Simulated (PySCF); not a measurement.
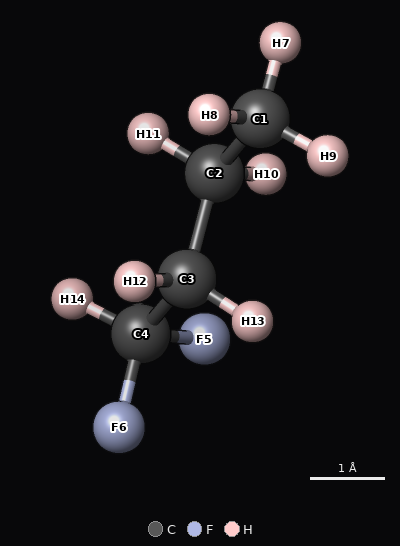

The input geometry (ball-and-stick view, seen at an oblique angle; atoms are numbered from 1 in the order of the input). Bond lengths as drawn: C–C 1.50 to 1.52 Å, C–F 1.35 to 1.36 Å and C–H 1.10 to 1.11 Å.

Run report: C4H8F2, NMR shielding calculation

System: C4H8F2, SMILES CCCC(F)F.
Method: GIAO wB97X-D/pcSseg-1 NMR shielding, non-relativistic, IEF-PCM chloroform (PySCF 2.14.0).

The geometry comes from this level: PBE0-D3(BJ)/def2-SVP. It belongs to a series of runs on one base structure; here: solvent chloroform. Figures and captions count atoms from 1; the log counts them from 0 in places.

The input:
```
{"job": {"kind": "nmr", "xc": "wB97X-D", "basis": "pcSseg-1", "solvent": "chloroform", "pop": false}, "charge": 0, "multiplicity": 1}
C      1.870385     0.394003    -0.306283
C      0.470310     0.613244     0.242082
C     -0.429433    -0.600485     0.067587
C     -1.816030    -0.398547     0.615418
F     -2.430672     0.626419    -0.024060
F     -2.562859    -1.508847     0.416442
H      2.496277     1.289681    -0.179598
H      2.375261    -0.441265     0.205276
H      1.844603     0.154386    -1.381294
H     -0.000649     1.476512    -0.255772
H      0.527852     0.874867     1.313664
H      0.001317    -1.483744     0.567452
H     -0.537500    -0.858363    -0.999580
H     -1.825832    -0.169839     1.697326
```

The first line tells a small driver script what to run in PySCF; the rest is the geometry in Å.

Launched with:
```bash
OMP_NUM_THREADS=1 python <driver script> task.json out
```

Log:
```
coarse grid: 11480 points
cycle   1  E = -356.6588014183  dE =  6.997e-01  |g| = 7.203e-01  |ddm| = 3.001e+00
cycle   2  E = -356.6580899271  dE =  7.115e-04  |g| = 7.962e-01  |ddm| = 7.235e-01
cycle   3  E = -356.7496634880  dE = -9.157e-02  |g| = 4.259e-02  |ddm| = 3.704e-01
cycle   4  E = -356.7499694287  dE = -3.059e-04  |g| = 1.961e-02  |ddm| = 3.786e-02
cycle   5  E = -356.7500515981  dE = -8.217e-05  |g| = 3.340e-03  |ddm| = 1.742e-02
cycle   6  E = -356.7500545402  dE = -2.942e-06  |g| = 6.526e-04  |ddm| = 3.360e-03
final grid: 111016 points
cycle   7  E = -356.8012597991  dE = -1.946e-04  |g| = 7.616e-03  |ddm| = 3.821e-02
cycle   8  E = -356.8012614447  dE = -1.646e-06  |g| = 7.683e-03  |ddm| = 9.171e-03
cycle   9  E = -356.8012689893  dE = -7.545e-06  |g| = 5.287e-04  |ddm| = 3.658e-03
cycle  10  E = -356.8012690755  dE = -8.623e-08  |g| = 2.417e-04  |ddm| = 1.104e-03
cycle  11  E = -356.8012690892  dE = -1.365e-08  |g| = 2.848e-05  |ddm| = 2.510e-04
cycle  12  E = -356.8012690897  dE = -5.294e-10  |g| = 1.062e-05  |ddm| = 1.100e-04
```

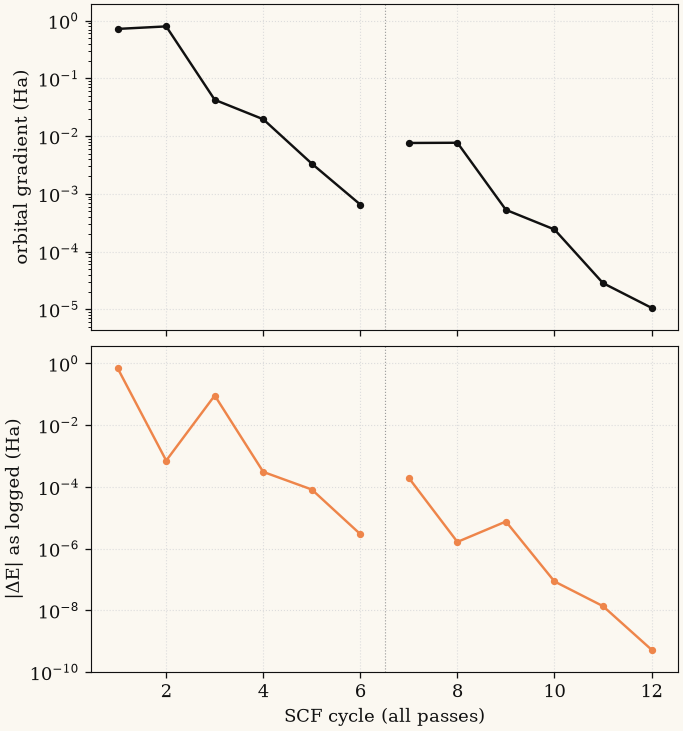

Convergence of the self-consistent field: orbital gradient and size of the energy change against the SCF cycle. The dotted line marks the change from a coarse to the final integration grid. The first 6 cycles use a coarse grid, the final grid takes over at cycle 7, and the field converges after 12 cycles in all.

```
converged SCF energy = -356.8012690897

GIAO shielding tensors (ppm)
atom      isotropic    diamagn.    paramagn.     s11        s22        s33       span
  0 C      169.287     245.684     -76.397    159.415    162.659    185.788     26.373
  1 C      165.833     248.375     -82.541    158.190    167.562    171.748     13.558
  2 C      145.665     250.913    -105.248    123.786    143.978    169.230     45.443
  3 C       63.542     241.396    -177.854     43.515     69.400     77.709     34.194
  4 F      322.676     474.517    -151.841    230.730    345.087    392.210    161.480
  5 F      315.165     471.017    -155.852    214.240    344.364    386.890    172.651
  6 H       30.100      28.042       2.058     25.571     27.347     37.382     11.811
  7 H       30.441      29.227       1.214     26.285     28.473     36.566     10.281
  8 H       30.401      29.446       0.955     26.136     28.623     36.445     10.308
  9 H       30.060      31.522      -1.462     24.613     30.508     35.059     10.446
 10 H       30.175      31.285      -1.111     25.292     29.583     35.649     10.357
 11 H       29.858      31.368      -1.510     25.592     29.909     34.072      8.479
 12 H       29.725      31.464      -1.739     26.140     29.895     33.141      7.001
 13 H       25.574      28.040      -2.466     23.384     24.649     28.690      5.307
```

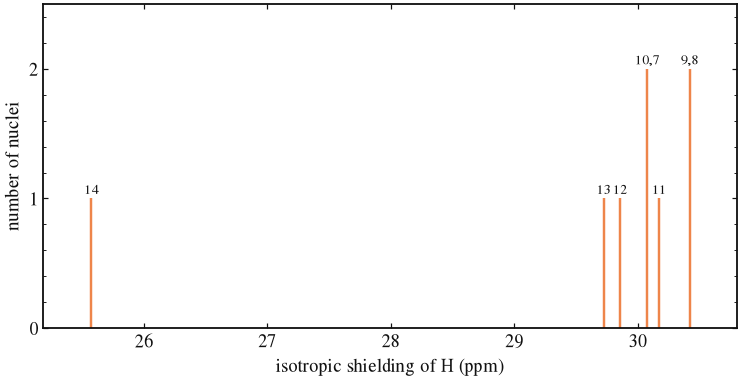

Isotropic shieldings of the hydrogen nuclei in this fixed geometry, labelled by atom number; shielding grows to the right, so chemical shift grows to the left. The least shielded is H14 (25.6 ppm), the most shielded H8 (30.4 ppm).

Results in brief:

| quantity | value |
| --- | --- |
| outcome | converged |
| total energy | −356.801269 hartree |
| HOMO | −11.14 eV |
| LUMO | 3.55 eV |
| dipole moment | 2.58 D |
| isotropic shielding, C | 63.5 to 169.3 ppm |
| isotropic shielding, F | 315.2 to 322.7 ppm |
| isotropic shielding, H | 25.6 to 30.4 ppm |
| hardware | 1 CPU thread, shared host |
| wall time | 15 s |
| peak memory | 0.89 GiB |
